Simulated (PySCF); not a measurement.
# C$_{4}$H$_{10}$ClIn: geometry relaxation

System: C$_{4}$H$_{10}$ClIn.
Method: PBE0-D3(BJ)/def2-SVP geometry optimisation, gas phase (PySCF 2.14.0).

It belongs to a series of runs on one base structure; here: one ligand: Et to Cl.

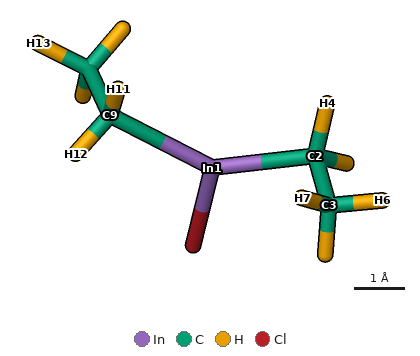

The input geometry (stick view, seen at a tilt; atoms are numbered from 1 in the order of the input). Sticks mark near contacts. Bond lengths as drawn: Cl–In 2.27 Å, C–C 1.49 to 1.54 Å, C–H 1.04 to 1.17 Å and C–In 2.20 to 2.40 Å.

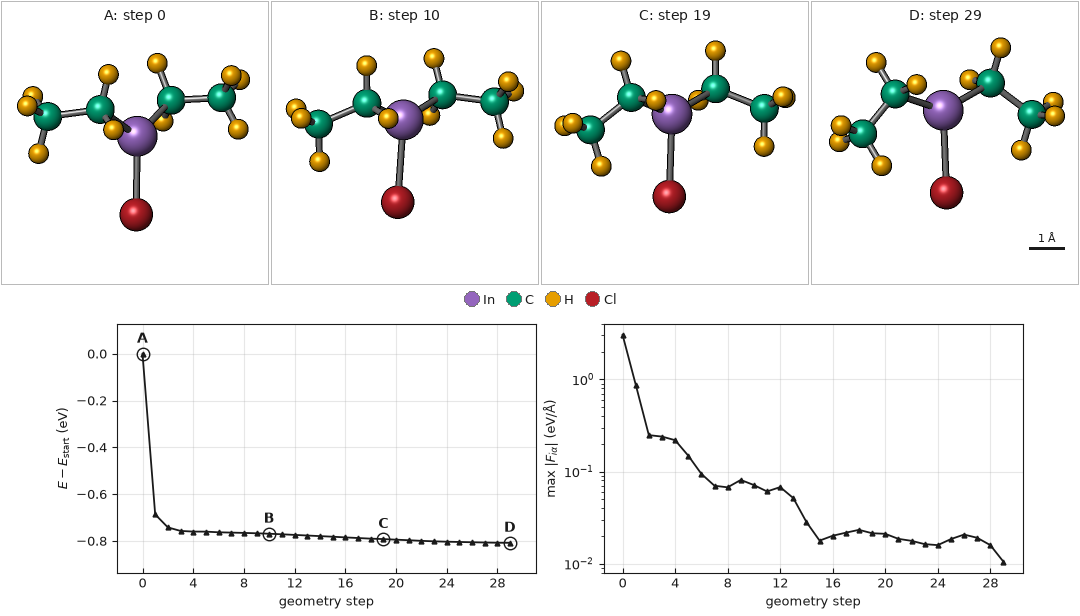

Frames of the relaxation (ball-and-stick view, seen at a tilt) above the curves, on which the letters mark them (steps are counted from 0).

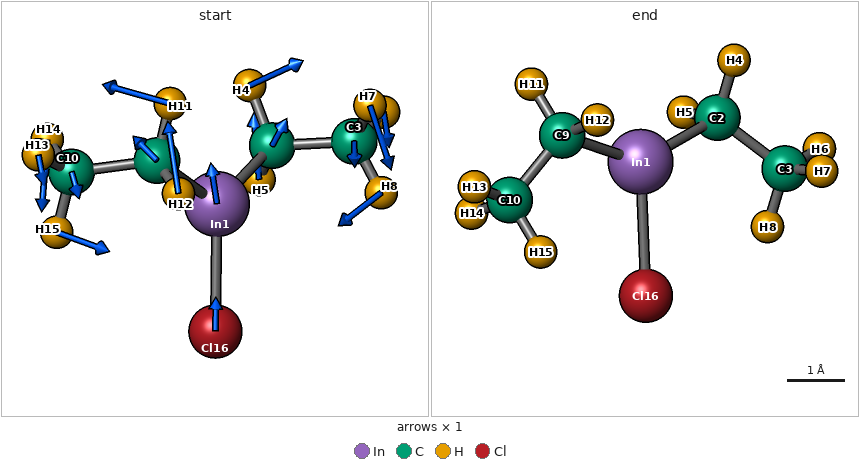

Before (left) and after (right) the relaxation, at one scale (ball-and-stick view, seen at a tilt). The blue arrows give the displacements, at true length. Over 29 geometry steps the energy falls by 0.808 eV. Largest force component: 3 eV/Å at the start, 0.011 eV/Å at the end. The largest move after the best rigid fit is that of H11, 1.47 Å. By element the largest moves are H 1.47 Å, In 0.77 Å, C 0.71 Å, Cl 0.64 Å. Distances before and after: In1–C9 2.402 → 2.164 Å, In1–Cl16 2.273 → 2.396 Å, C3–H8 1.035 → 1.101 Å, C10–H13 1.168 → 1.103 Å. Among the angles that change: C2–In1–C9 132.9° → 146.0°, C2–In1–Cl16 117.1° → 106.5°, H6–C3–H7 101.5° → 107.1°. (Atoms are counted from 1 in the order of the input.)

The input and output of the run follow.

## The input
```
{"job": {"xc": "PBE0", "basis": "def2-SVP", "d3": "d3bj", "grid": 1, "maxiter": 30, "shake": 0.03, "kind": "geom"}, "charge": 0, "multiplicity": 1}
In    -0.246900    -0.656720    -0.041600
C      1.941620    -0.888060    -0.094710
C      2.438930    -1.152020     1.279960
H      2.505750     0.028510    -0.529500
H      2.134240    -1.741360    -0.783170
H      3.567940    -1.288980     1.264250
H      2.331200    -0.310820     1.974770
H      2.085010    -2.021480     1.716750
C     -1.686210     1.258210     0.136100
C     -2.365850     1.489750    -1.227850
H     -1.104580     2.086680     0.415860
H     -2.399060     1.022950     0.873120
H     -3.125520     2.376990    -1.211960
H     -1.673320     1.728420    -2.013050
H     -2.946960     0.591430    -1.569280
Cl    -1.490640    -2.557430    -0.123260
```

The first line tells a small driver script what to run in PySCF; the rest is the geometry in Å.

Launched with:
```bash
OMP_NUM_THREADS=1 python <driver script> task.json out
```

## Output
```
step   0  E = -808.19453916  max force = 0.059184
step   1  E = -808.21976979  max force = 0.017067
step   2  E = -808.22180544  max force = 0.004831
step   3  E = -808.22236096  max force = 0.004658
step   4  E = -808.22246456  max force = 0.004256
step   5  E = -808.22247274  max force = 0.002891
step   6  E = -808.22257612  max force = 0.001834
step   7  E = -808.22262425  max force = 0.001363
step   8  E = -808.22267359  max force = 0.001310
step   9  E = -808.22273316  max force = 0.001578
step  10  E = -808.22280474  max force = 0.001387
step  11  E = -808.22289006  max force = 0.001183
step  12  E = -808.22298654  max force = 0.001318
step  13  E = -808.22308328  max force = 0.001001
step  14  E = -808.22317598  max force = 0.000550
step  15  E = -808.22326937  max force = 0.000345
step  16  E = -808.22337775  max force = 0.000391
step  17  E = -808.22347533  max force = 0.000423
step  18  E = -808.22357467  max force = 0.000453
step  19  E = -808.22364196  max force = 0.000417
step  20  E = -808.22373595  max force = 0.000410
step  21  E = -808.22382188  max force = 0.000362
step  22  E = -808.22391783  max force = 0.000344
step  23  E = -808.22399542  max force = 0.000317
step  24  E = -808.22405558  max force = 0.000309
step  25  E = -808.22409674  max force = 0.000360
step  26  E = -808.22414110  max force = 0.000402
step  27  E = -808.22418167  max force = 0.000371
step  28  E = -808.22421933  max force = 0.000310
step  29  E = -808.22423188  max force = 0.000205
optimisation converged
```

## Trajectory as extended XYZ (Å, eV, eV/Å), 14 of the 30 frames kept, from step=0 to step=29
```
16
Properties=species:S:1:pos:R:3:forces:R:3 step=0 energy=-21992.09358
In   -0.2469   -0.6567   -0.0416    0.1636   2.9724   0.1081
C     1.9416   -0.8881   -0.0947    0.2502   1.1127  -1.5818
C     2.4389   -1.1520    1.2800    3.0434   1.6194  -0.2037
H     2.5057    0.0285   -0.5295   -1.1544  -1.2292   0.4533
H     2.1342   -1.7414   -0.7832   -0.0111   0.2864   0.2713
H     3.5679   -1.2890    1.2643   -0.8155   0.0076  -0.0461
H     2.3312   -0.3108    1.9748   -0.4059   0.1315   0.1111
H     2.0850   -2.0215    1.7167   -1.1801  -2.1279   1.1495
C    -1.6862    1.2582    0.1361    0.6707  -2.1178  -2.7185
C    -2.3659    1.4897   -1.2279   -1.8179   0.3482   0.8179
H    -1.1046    2.0867    0.4159    1.1025   1.4267   0.6407
H    -2.3991    1.0230    0.8731   -1.1157  -0.4292   1.3866
H    -3.1255    2.3770   -1.2120    1.0825  -1.2862   0.1414
H    -1.6733    1.7284   -2.0130    0.7395   0.2091  -0.6718
H    -2.9470    0.5914   -1.5693    0.3089   0.5466   0.2577
Cl   -1.4906   -2.5574   -0.1233   -0.8607  -1.4701  -0.1156
16
Properties=species:S:1:pos:R:3:forces:R:3 step=2 energy=-21992.83554
In   -0.2661   -0.4914   -0.0520    0.2484  -0.0848   0.0006
C     1.8758   -0.8234   -0.1073   -0.0872  -0.2300   0.0658
C     2.4342   -1.1200    1.2806    0.1211   0.0312   0.0482
H     2.3600    0.0571   -0.5501    0.0022   0.1090  -0.0380
H     2.0449   -1.6700   -0.7907    0.0120   0.0036   0.0006
H     3.5244   -1.2916    1.2513   -0.0059  -0.0224  -0.0304
H     2.2784   -0.2813    1.9796   -0.0456  -0.0415   0.0207
H     1.9860   -2.0212    1.7300   -0.0243   0.0457  -0.0048
C    -1.5932    1.1853    0.1115   -0.0617   0.0228  -0.0925
C    -2.3089    1.4320   -1.2120   -0.0436   0.0746  -0.0231
H    -0.9981    2.0550    0.4300   -0.1101   0.0474   0.0398
H    -2.3073    0.9311    0.9098    0.0043   0.0940   0.0379
H    -3.0290    2.2622   -1.1383   -0.0395   0.0695   0.0289
H    -1.6112    1.6950   -2.0249   -0.0052  -0.0235   0.0264
H    -2.8796    0.5497   -1.5407    0.0141  -0.0318   0.0029
Cl   -1.5446   -2.5026   -0.2103    0.0208  -0.0636  -0.0830
16
Properties=species:S:1:pos:R:3:forces:R:3 step=4 energy=-21992.85347
In   -0.1864   -0.3924   -0.0667   -0.1118  -0.0851  -0.0577
C     1.9269   -0.8541   -0.0685    0.0756   0.0976   0.1318
C     2.4740   -1.1817    1.3213   -0.2189  -0.0293  -0.0529
H     2.4471    0.0133   -0.5072    0.0351  -0.0483   0.0090
H     2.0573   -1.7035   -0.7561   -0.0386   0.0023  -0.0132
H     3.5479   -1.4245    1.2822    0.0349  -0.0070   0.0248
H     2.3496   -0.3438    2.0266    0.0609   0.0083  -0.0191
H     1.9581   -2.0495    1.7670    0.0673   0.0114  -0.0403
C    -1.6073    1.2370    0.0775   -0.0112   0.1136   0.0959
C    -2.3913    1.4458   -1.2139    0.0296  -0.0663   0.0036
H    -1.0752    2.1520    0.3878   -0.0062  -0.0403  -0.0609
H    -2.2905    0.9773    0.9040    0.0578  -0.0597  -0.0141
H    -3.1401    2.2488   -1.1038    0.0121  -0.0120  -0.0057
H    -1.7401    1.7236   -2.0589   -0.0209   0.0084   0.0112
H    -2.9324    0.5315   -1.5044   -0.0054   0.0112  -0.0149
Cl   -1.4320   -2.4139   -0.4204    0.0396   0.0952   0.0025
16
Properties=species:S:1:pos:R:3:forces:R:3 step=7 energy=-21992.85782
In   -0.1303   -0.2792   -0.0825    0.0406   0.0301  -0.0074
C     1.9697   -0.7986   -0.0382   -0.0244  -0.0173  -0.0459
C     2.4513   -1.2585    1.3311    0.0701  -0.0193   0.0280
H     2.5593    0.0529   -0.4112   -0.0007   0.0209   0.0174
H     2.0607   -1.6101   -0.7775    0.0155   0.0086  -0.0093
H     3.5111   -1.5658    1.3006   -0.0110   0.0032  -0.0121
H     2.3756   -0.4662    2.0928   -0.0231  -0.0022   0.0081
H     1.8829   -2.1275    1.6965   -0.0329  -0.0040   0.0173
C    -1.5840    1.3150    0.0504   -0.0055  -0.0394  -0.0223
C    -2.4430    1.3980   -1.2060   -0.0227   0.0064  -0.0005
H    -1.0816    2.2675    0.2742    0.0155   0.0164  -0.0050
H    -2.1977    1.0521    0.9272   -0.0099   0.0326   0.0218
H    -3.2312    2.1630   -1.1044   -0.0096   0.0003   0.0055
H    -1.8538    1.6642   -2.0981    0.0041   0.0029  -0.0024
H    -2.9427    0.4401   -1.4183    0.0080  -0.0088   0.0025
Cl   -1.3805   -2.2809   -0.4701   -0.0141  -0.0303   0.0043
16
Properties=species:S:1:pos:R:3:forces:R:3 step=9 energy=-21992.86078
In   -0.0899   -0.2214   -0.0958   -0.0163  -0.0008  -0.0062
C     2.0025   -0.7609   -0.0277   -0.0175  -0.0811  -0.0068
C     2.4285   -1.3033    1.3324   -0.0467  -0.0087   0.0150
H     2.6183    0.0954   -0.3396    0.0078   0.0393   0.0232
H     2.1010   -1.5379   -0.8027    0.0216   0.0205  -0.0093
H     3.4807   -1.6331    1.3217    0.0126  -0.0065  -0.0041
H     2.3383   -0.5496    2.1314    0.0036  -0.0091   0.0002
H     1.8229   -2.1748    1.6316    0.0200   0.0283  -0.0057
C    -1.5602    1.3599    0.0215   -0.0124  -0.0315  -0.0029
C    -2.4745    1.3644   -1.1984    0.0200   0.0071  -0.0105
H    -1.0639    2.3299    0.1784   -0.0072  -0.0128  -0.0110
H    -2.1328    1.1299    0.9361    0.0212   0.0436  -0.0009
H    -3.2788    2.1117   -1.0972   -0.0169   0.0138   0.0138
H    -1.9298    1.6052   -2.1263   -0.0130  -0.0063   0.0170
H    -2.9533    0.3840   -1.3446    0.0032  -0.0106  -0.0062
Cl   -1.3432   -2.2334   -0.4546    0.0203   0.0149  -0.0055
16
Properties=species:S:1:pos:R:3:forces:R:3 step=11 energy=-21992.86505
In   -0.0563   -0.1813   -0.1127   -0.0402  -0.0216  -0.0278
C     2.0317   -0.7317   -0.0131    0.0052  -0.0305   0.0608
C     2.3996   -1.3459    1.3355   -0.0571   0.0009  -0.0345
H     2.6607    0.1395   -0.2520   -0.0064   0.0072   0.0216
H     2.1616   -1.4671   -0.8229    0.0085   0.0190  -0.0138
H     3.4493   -1.6839    1.3485    0.0075  -0.0075   0.0104
H     2.2800   -0.6333    2.1677    0.0198   0.0010  -0.0035
H     1.7740   -2.2238    1.5656    0.0250   0.0069  -0.0098
C    -1.5318    1.3976   -0.0161   -0.0046  -0.0008   0.0151
C    -2.5056    1.3368   -1.1871    0.0012  -0.0084   0.0183
H    -1.0323    2.3753    0.0682   -0.0054  -0.0127  -0.0287
H    -2.0608    1.2229    0.9363    0.0286   0.0133   0.0048
H    -3.3122    2.0815   -1.0775    0.0011  -0.0033   0.0001
H    -2.0115    1.5363   -2.1515   -0.0025   0.0033   0.0039
H    -2.9782    0.3451   -1.2612    0.0001   0.0047  -0.0105
Cl   -1.3024   -2.2018   -0.4613    0.0191   0.0287  -0.0066
16
Properties=species:S:1:pos:R:3:forces:R:3 step=13 energy=-21992.87031
In   -0.0391   -0.1592   -0.1278    0.0021  -0.0042  -0.0241
C     2.0487   -0.7063    0.0106    0.0003   0.0134   0.0515
C     2.3751   -1.3876    1.3362    0.0165  -0.0049  -0.0243
H     2.6774    0.1818   -0.1577   -0.0098  -0.0061   0.0125
H     2.2150   -1.3952   -0.8327    0.0032   0.0153  -0.0166
H     3.4262   -1.7222    1.3661   -0.0069  -0.0008   0.0040
H     2.2280   -0.7192    2.1996    0.0038   0.0034   0.0009
H     1.7495   -2.2786    1.5007   -0.0103  -0.0176  -0.0007
C    -1.5049    1.4283   -0.0521   -0.0066   0.0014   0.0049
C    -2.5302    1.3189   -1.1738   -0.0216  -0.0123   0.0274
H    -0.9966    2.4045   -0.0388    0.0069   0.0041  -0.0296
H    -1.9904    1.3098    0.9311    0.0120   0.0016   0.0183
H    -3.3296    2.0711   -1.0608    0.0066  -0.0086  -0.0052
H    -2.0795    1.4731   -2.1667    0.0070   0.0088  -0.0087
H    -3.0071    0.3265   -1.1848    0.0025   0.0073  -0.0053
Cl   -1.2768   -2.1796   -0.4828   -0.0057  -0.0008  -0.0051
16
Properties=species:S:1:pos:R:3:forces:R:3 step=16 energy=-21992.87832
In   -0.0085   -0.1120   -0.1420    0.0013   0.0005  -0.0006
C     2.0738   -0.6603    0.0581   -0.0040  -0.0050  -0.0002
C     2.3406   -1.4639    1.3258   -0.0011  -0.0189  -0.0031
H     2.7018    0.2418    0.0019    0.0009   0.0051   0.0201
H     2.2880   -1.2653   -0.8378    0.0074   0.0169  -0.0097
H     3.3900   -1.8013    1.3733   -0.0007  -0.0018  -0.0018
H     2.1524   -0.8788    2.2404   -0.0019  -0.0030   0.0010
H     1.7092   -2.3652    1.3756   -0.0035   0.0041   0.0004
C    -1.4683    1.4829   -0.1067   -0.0058  -0.0055  -0.0028
C    -2.5625    1.2928   -1.1493   -0.0036  -0.0027   0.0046
H    -0.9563    2.4524   -0.2061   -0.0004  -0.0032  -0.0125
H    -1.8874    1.4482    0.9136    0.0094   0.0122   0.0017
H    -3.3554    2.0522   -1.0430   -0.0013   0.0021   0.0032
H    -2.1735    1.3744   -2.1768   -0.0001   0.0026   0.0031
H    -3.0349    0.3024   -1.0619    0.0025  -0.0005  -0.0023
Cl   -1.2435   -2.1340   -0.4987    0.0009  -0.0029  -0.0011
16
Properties=species:S:1:pos:R:3:forces:R:3 step=18 energy=-21992.88368
In    0.0132   -0.0776   -0.1464   -0.0056  -0.0029   0.0060
C     2.0896   -0.6321    0.0936    0.0001  -0.0021  -0.0152
C     2.3116   -1.5227    1.3105   -0.0086  -0.0177  -0.0022
H     2.7157    0.2726    0.1222   -0.0006   0.0037   0.0233
H     2.3399   -1.1725   -0.8340    0.0082   0.0166  -0.0065
H     3.3583   -1.8661    1.3705   -0.0004  -0.0039  -0.0009
H     2.0919   -1.0015    2.2561    0.0003  -0.0027   0.0015
H     1.6757   -2.4213    1.2750   -0.0017   0.0024   0.0012
C    -1.4431    1.5211   -0.1433    0.0005  -0.0028  -0.0080
C    -2.5779    1.2827   -1.1307   -0.0008  -0.0021   0.0037
H    -0.9303    2.4801   -0.3159   -0.0031  -0.0033  -0.0077
H    -1.8203    1.5468    0.8936    0.0076   0.0102  -0.0002
H    -3.3644    2.0497   -1.0315   -0.0013   0.0020   0.0032
H    -2.2290    1.3111   -2.1751    0.0004   0.0026   0.0035
H    -3.0478    0.2993   -0.9772    0.0025  -0.0001  -0.0009
Cl   -1.2174   -2.1034   -0.5010    0.0025   0.0000  -0.0006
16
Properties=species:S:1:pos:R:3:forces:R:3 step=20 energy=-21992.88807
In    0.0324   -0.0442   -0.1457   -0.0013  -0.0040   0.0095
C     2.1009   -0.6108    0.1317    0.0002  -0.0033  -0.0128
C     2.2771   -1.5893    1.2871   -0.0029  -0.0127  -0.0060
H     2.7228    0.2895    0.2503   -0.0040   0.0023   0.0211
H     2.3891   -1.0806   -0.8232    0.0088   0.0159  -0.0046
H     3.3199   -1.9423    1.3584   -0.0013  -0.0039  -0.0017
H     2.0257   -1.1367    2.2596   -0.0003  -0.0020   0.0013
H     1.6381   -2.4776    1.1638   -0.0036  -0.0009   0.0021
C    -1.4155    1.5616   -0.1754    0.0027   0.0007  -0.0093
C    -2.5843    1.2840   -1.1109   -0.0032  -0.0031   0.0029
H    -0.9014    2.5058   -0.4140   -0.0029  -0.0024  -0.0070
H    -1.7561    1.6459    0.8711    0.0053   0.0069   0.0005
H    -3.3627    2.0606   -1.0225   -0.0003   0.0019   0.0023
H    -2.2703    1.2591   -2.1663    0.0011   0.0035   0.0023
H    -3.0537    0.3121   -0.8961    0.0024   0.0010  -0.0002
Cl   -1.1964   -2.0711   -0.5013   -0.0007   0.0001  -0.0003
16
Properties=species:S:1:pos:R:3:forces:R:3 step=22 energy=-21992.89302
In    0.0483   -0.0133   -0.1389    0.0004  -0.0029   0.0121
C     2.1066   -0.5979    0.1751    0.0003  -0.0049  -0.0098
C     2.2392   -1.6656    1.2545    0.0001  -0.0088  -0.0074
H     2.7191    0.2911    0.3897   -0.0045   0.0010   0.0177
H     2.4364   -0.9883   -0.8022    0.0073   0.0148  -0.0034
H     3.2779   -2.0288    1.3343   -0.0013  -0.0031  -0.0018
H     1.9546   -1.2886    2.2499   -0.0003  -0.0024   0.0010
H     1.6008   -2.5367    1.0404   -0.0038  -0.0003   0.0010
C    -1.3845    1.6053   -0.2032    0.0017  -0.0004  -0.0109
C    -2.5828    1.2984   -1.0908   -0.0031  -0.0015   0.0021
H    -0.8665    2.5298   -0.5027   -0.0020  -0.0019  -0.0050
H    -1.6925    1.7461    0.8472    0.0040   0.0051   0.0002
H    -3.3500    2.0876   -1.0166    0.0002   0.0018   0.0019
H    -2.2994    1.2206   -2.1522    0.0010   0.0029   0.0019
H    -3.0559    0.3428   -0.8190    0.0017   0.0011  -0.0001
Cl   -1.1856   -2.0364   -0.4990   -0.0016  -0.0005   0.0005
16
Properties=species:S:1:pos:R:3:forces:R:3 step=25 energy=-21992.89789
In    0.0648    0.0263   -0.1163   -0.0032  -0.0035   0.0185
C     2.1062   -0.5881    0.2493    0.0000  -0.0003  -0.0138
C     2.1863   -1.7838    1.1900    0.0026  -0.0085  -0.0056
H     2.6926    0.2703    0.6110   -0.0035  -0.0013   0.0143
H     2.5010   -0.8471   -0.7477    0.0061   0.0132  -0.0015
H     3.2204   -2.1585    1.2757   -0.0005  -0.0011  -0.0015
H     1.8499   -1.5332    2.2086   -0.0008  -0.0012   0.0002
H     1.5588   -2.6167    0.8375   -0.0021  -0.0002   0.0015
C    -1.3383    1.6684   -0.2368    0.0025  -0.0020  -0.0140
C    -2.5732    1.3339   -1.0616   -0.0013   0.0002   0.0008
H    -0.8101    2.5572   -0.6166   -0.0019  -0.0013  -0.0013
H    -1.6045    1.8895    0.8113    0.0020   0.0025  -0.0007
H    -3.3189    2.1455   -1.0146   -0.0001   0.0009   0.0012
H    -2.3280    1.1795   -2.1240    0.0005   0.0013   0.0018
H    -3.0586    0.4098   -0.7136    0.0007   0.0009   0.0001
Cl   -1.1828   -1.9871   -0.4856   -0.0009   0.0001   0.0001
16
Properties=species:S:1:pos:R:3:forces:R:3 step=27 energy=-21992.90020
In    0.0668    0.0417   -0.0942   -0.0034  -0.0026   0.0191
C     2.0991   -0.5830    0.3044    0.0012  -0.0042  -0.0135
C     2.1614   -1.8545    1.1409    0.0013  -0.0019  -0.0051
H     2.6553    0.2488    0.7633   -0.0031  -0.0012   0.0095
H     2.5407   -0.7467   -0.6935    0.0053   0.0100   0.0010
H     3.1963   -2.2259    1.2300   -0.0002  -0.0004  -0.0002
H     1.7872   -1.6940    2.1644   -0.0006  -0.0005   0.0003
H     1.5539   -2.6591    0.6993   -0.0006   0.0001   0.0012
C    -1.3112    1.7020   -0.2560    0.0030  -0.0011  -0.0139
C    -2.5664    1.3594   -1.0460   -0.0008   0.0000   0.0002
H    -0.7721    2.5626   -0.6830   -0.0020  -0.0004   0.0000
H    -1.5539    1.9747    0.7854    0.0008   0.0001  -0.0003
H    -3.2941    2.1881   -1.0214   -0.0001   0.0001   0.0001
H    -2.3421    1.1549   -2.1044    0.0002   0.0001   0.0008
H    -3.0654    0.4612   -0.6523    0.0000   0.0004   0.0001
Cl   -1.1899   -1.9643   -0.4705   -0.0011   0.0014   0.0006
16
Properties=species:S:1:pos:R:3:forces:R:3 step=29 energy=-21992.90156
In    0.0653    0.0525   -0.0685   -0.0029   0.0008   0.0105
C     2.0896   -0.5762    0.3639    0.0028  -0.0034  -0.0072
C     2.1438   -1.9126    1.0922    0.0011  -0.0003  -0.0026
H     2.6062    0.2235    0.9172   -0.0021  -0.0010   0.0052
H     2.5802   -0.6427   -0.6224    0.0018   0.0062   0.0013
H     3.1813   -2.2748    1.1896    0.0002   0.0003   0.0009
H     1.7286   -1.8437    2.1100   -0.0013  -0.0010  -0.0003
H     1.5661   -2.6863    0.5641    0.0012   0.0001   0.0005
C    -1.2879    1.7282   -0.2777    0.0019  -0.0002  -0.0076
C    -2.5606    1.3786   -1.0358   -0.0002   0.0000  -0.0001
H    -0.7383    2.5587   -0.7489   -0.0018   0.0002   0.0001
H    -1.5098    2.0516    0.7538    0.0000  -0.0013  -0.0003
H    -3.2705    2.2231   -1.0373    0.0002  -0.0003  -0.0011
H    -2.3553    1.1239   -2.0870    0.0002  -0.0011   0.0002
H    -3.0732    0.5091   -0.5979   -0.0004   0.0003  -0.0001
Cl   -1.1998   -1.9467   -0.4490   -0.0008   0.0006   0.0006
```

## Results in brief

| quantity | value |
| --- | --- |
| outcome | converged |
| total energy | −808.224232 hartree |
| dipole moment | 3.70 D |
| point group | C1 |
| hardware | 1 CPU thread, shared host |
| wall time | 3.8 min |
| peak memory | 0.58 GiB |
